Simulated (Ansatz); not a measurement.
# I₃Si (charge −1): what the fields show

```csv
atom,x (Å),y (Å),z (Å)
Si,-0.0047,0.0047,0.9312
I,2.3421,-0.0329,-0.2977
I,-1.1416,2.0388,-0.3269
I,-1.1959,-2.0105,-0.3066
```

Geometry: r2SCAN-D4/def2-SVPD; core potentials replace the inner electrons of I.

Level of theory: RKS PBE0-D4/def2-TZVPD (Ansatz).

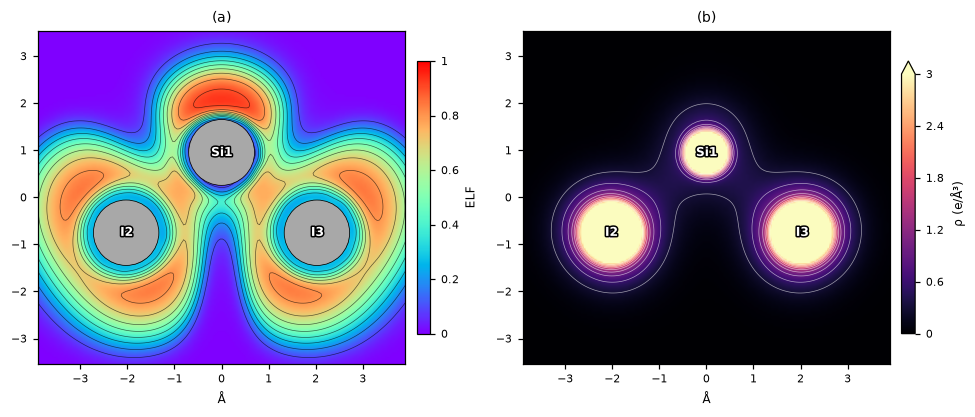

Figure 1. (a) ELF; (b) electron density on the plane of atoms I2, Si1 and I3. Grey discs cover the atomic cores in the ELF map.

Question: Describe what can be read from this map.

Answer:
- The plane passes through Si and I nuclei.
- Si–I (2.65 Å): the density is about 0.46 e/Å³ at the midpoint, with its minimum of 0.4 e/Å³ about 1.1 Å from Si; the ELF peaks at about 0.75 between the atoms; a shared electron pair.
- The ELF also peaks beside I2, I3 and Si1, away from the bonds: lone-pair regions.

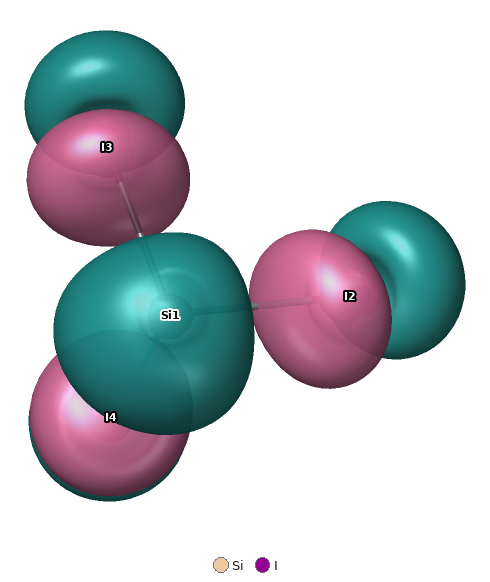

Figure 2. The HOMO at ±0.08 Å⁻³ᐟ² (teal and pink are the two phases), seen at an oblique angle.

Question: Where does this orbital lie, and at what energy?

Answer: Its weight (Hirshfeld) is mainly on Si1 (about 40 %), I2 (about 20 %), I3 (about 20 %) and I4 (about 20 %). Its energy is −2.36 eV.
